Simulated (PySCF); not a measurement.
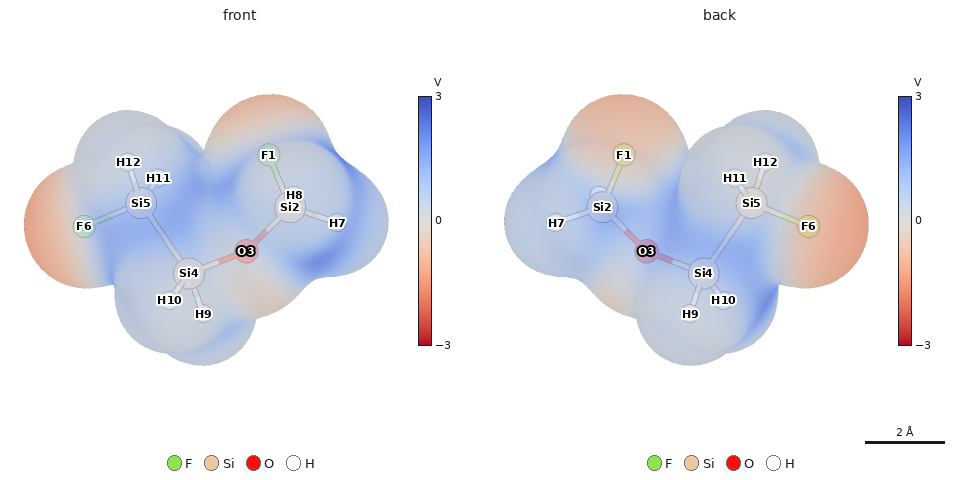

Figure 1: F$_{2}$H$_{6}$OSi$_{3}$. The molecular electrostatic potential painted on the density surface at 0.002 e/bohr³, seen from the front and from behind; red is negative and blue positive.

Geometry: GFN2-xTB.

These are results of PySCF, PBE0/pcSseg-1, SCF density, gas phase, non-relativistic, not measurements.

```yaml
atoms:
  - { symbol: F, position_ang: [1.1364, 2.0074, -0.3148] }
  - { symbol: Si, position_ang: [2.0993, 0.7175, -0.2704] }
  - { symbol: O, position_ang: [1.1378, -0.5605, -0.1780] }
  - { symbol: Si, position_ang: [-0.3042, -1.3242, -0.0316] }
  - { symbol: Si, position_ang: [-1.9098, 0.2824, 0.3097] }
  - { symbol: F, position_ang: [-3.3004, -0.5231, 0.5256] }
  - { symbol: H, position_ang: [2.7939, 0.6810, -1.5404] }
  - { symbol: H, position_ang: [2.8605, 0.8231, 0.9578] }
  - { symbol: H, position_ang: [-0.4085, -2.0963, -1.2785] }
  - { symbol: H, position_ang: [-0.0566, -2.2648, 1.0699] }
  - { symbol: H, position_ang: [-2.2323, 1.1723, -0.8059] }
  - { symbol: H, position_ang: [-1.8149, 1.0845, 1.5305] }
```

Which sites attract a positive test charge, and which a negative one?

Answer. A positive charge is drawn to the negative regions and a negative charge to the positive ones. The most negative region (about −1.2 V, or −28 kcal/mol for a unit charge) lies over F6, the most positive (about +2.0 V, or +46 kcal/mol for a unit charge) over Si2 and Si4.

What dipole moment does the calculation give?

Answer. Its dipole moment is 2.16 D.
